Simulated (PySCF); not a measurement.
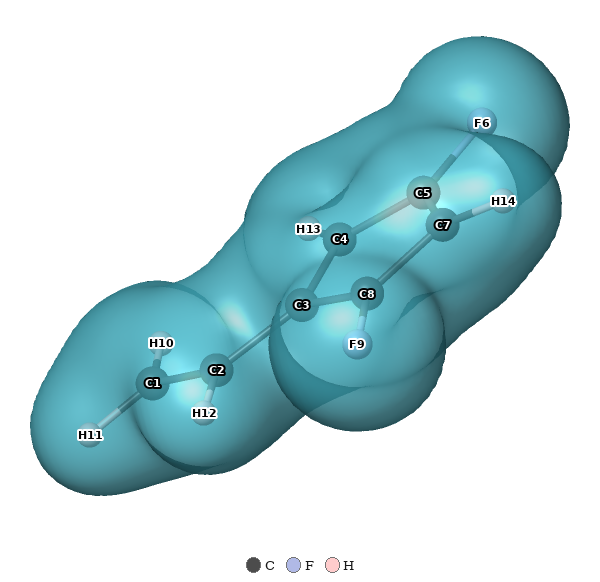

*C7H5F2 (SMILES C=Cc1c[c-](F)cc1F) (charge −1). Isosurface of the electron density at 0.1 e/Å³ (cyan), seen at an oblique angle.*

Geometry: GFN2-xTB.

The calculation used PySCF, PBE0/pcSseg-1, SCF density, gas phase, non-relativistic.

```yaml
atoms:
  - { symbol: C, position_ang: [2.4834, -0.2044, -0.6850] }
  - { symbol: C, position_ang: [1.4115, 0.5853, -0.5444] }
  - { symbol: C, position_ang: [0.1148, 0.2119, -0.0816] }
  - { symbol: C, position_ang: [-0.3521, -1.0618, 0.3352] }
  - { symbol: C, position_ang: [-1.6707, -0.9139, 0.6893] }
  - { symbol: F, position_ang: [-2.4884, -1.9291, 1.1526] }
  - { symbol: C, position_ang: [-2.0964, 0.4109, 0.5229] }
  - { symbol: C, position_ang: [-0.9840, 1.0778, 0.0499] }
  - { symbol: F, position_ang: [-0.9596, 2.4254, -0.2534] }
  - { symbol: H, position_ang: [2.4537, -1.2545, -0.4451] }
  - { symbol: H, position_ang: [3.4281, 0.1751, -1.0459] }
  - { symbol: H, position_ang: [1.5119, 1.6366, -0.8051] }
  - { symbol: H, position_ang: [0.2211, -1.9705, 0.3669] }
  - { symbol: H, position_ang: [-3.0740, 0.8107, 0.7215] }
```

> What does this surface tell about the bonding?

At this value the surface is in one piece. It bridges the sampled C–C (1.34 Å), C–F (1.38 Å), C–H (1.07 Å) and C–C (1.38 Å) contacts, where the density stays above the isovalue. On the grid the lowest density along these lines, outside the cores, is 2.2 e/Å³ (C–C, 1.34 Å), 1.6 e/Å³ (C–F, 1.38 Å), 1.9 e/Å³ (C–H, 1.07 Å) and 2.1 e/Å³ (C–C, 1.38 Å).
